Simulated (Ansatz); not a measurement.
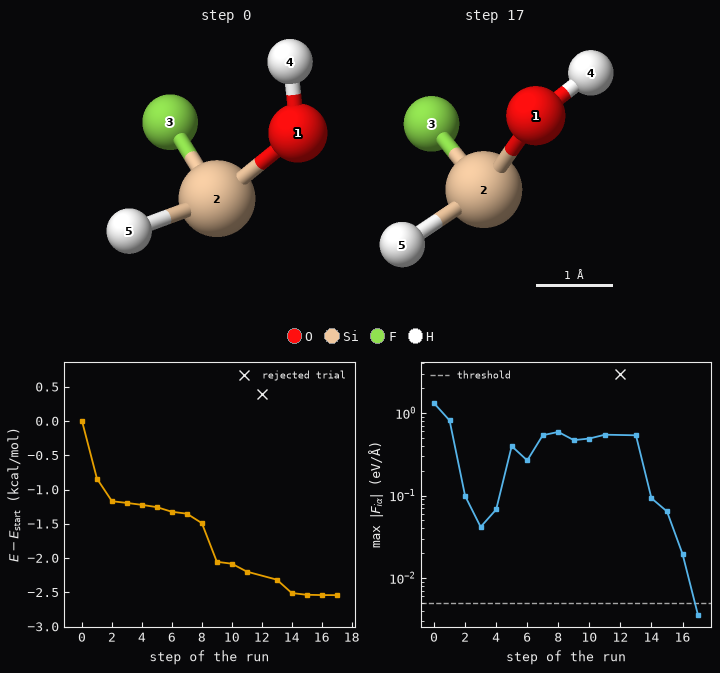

First and last geometry of a relaxation of SiH$_{2}$OF (multiplicity 2), with the history of the run. Style: ball-and-stick. Shown from a free direction.

The start comes from GFN2-xTB.

Level of theory: Ansatz 0.2.0, UKS PBE0-D4/def2-TZVP. (force threshold 0.005 eV/Å; at most 150 steps)

> What do the curves and the structures tell?

It converged. The energy falls by 2.54 kcal/mol in 16 accepted moves (17 points after the start). Largest force component: 1.3 eV/Å at the start, 0.0035 eV/Å at the end. The line search rejected the trial step at point 12 of the run. The atom that moves furthest after the best rigid fit is O1 (0.53 Å). Largest moves by element: O 0.53 Å, H 0.48 Å, Si 0.12 Å, F 0.11 Å. Among the contacts that change: Si2–H5 1.448 → 1.490 Å, O1–Si2 1.613 → 1.636 Å, Si2–F3 1.626 → 1.603 Å. Among the angles between lasting bonds that change: O1–Si2–H5 115.1° → 105.3°, O1–Si2–F3 105.8° → 110.5°, F3–Si2–H5 103.5° → 107.6°. Groups turn about O1–Si2 by about 95°. The run took of the order of 60 core-seconds on a shared host.

```
step  E − E(0), kcal/mol  largest force component, eV/Å      note
   0                0.00                         1.3170          
   1               -0.84                         0.8137          
   2               -1.17                         0.0988          
   3               -1.20                         0.0417          
   4               -1.22                         0.0678          
   5               -1.26                         0.3976          
   6               -1.33                         0.2664          
   7               -1.35                         0.5389          
   8               -1.49                         0.5906          
   9               -2.06                         0.4696          
  10               -2.08                         0.4912          
  11               -2.20                         0.5467          
  12                0.40                         2.9910  rejected
  13               -2.32                         0.5378          
  14               -2.51                         0.0928          
  15               -2.54                         0.0642          
  16               -2.54                         0.0196          
  17               -2.54                         0.0035
```
